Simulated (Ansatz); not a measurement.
**MnSi: Mn vacancy, symmetric start**

The parent structure is an 8-atom supercell of MnSi (space group P2_13, No. 198; a = 4.4704 Å; ferromagnetic) at its relaxed geometry.

It is then changed as follows: a neutral Mn vacancy, symmetric start, atoms relaxed at fixed cell.

Method: PBEsol (Ansatz, an electronic-structure program, PAW, no SOC). k-mesh 8×8×8 (Γ-centred); smearing 0.05 eV (Fermi–Dirac).

| quantity | base | changed | shift |
|---|---|---|---|
| pressure | 0.0 GPa | -9.2 GPa | -9.2 GPa |
| energy gained by relaxation | – | 0.27 eV | – |
| largest displacement of a host atom from its site in the perfect cell | – | 0.21 Å | – |

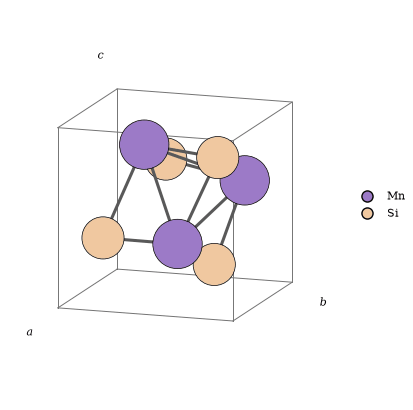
*The relaxed cell after the change*

The magnetic state is the one reached from the starting moments; the real material's order can differ, and small cells can't hold many antiferromagnetic ones. In so small a cell the defect repeats every few ångströms: this is an ordered compound, not a dilute defect. The defect started on the symmetric site and kept its symmetry, so it may sit on a saddle. The defect cell is spin-polarised and ends with 0.9 μB.
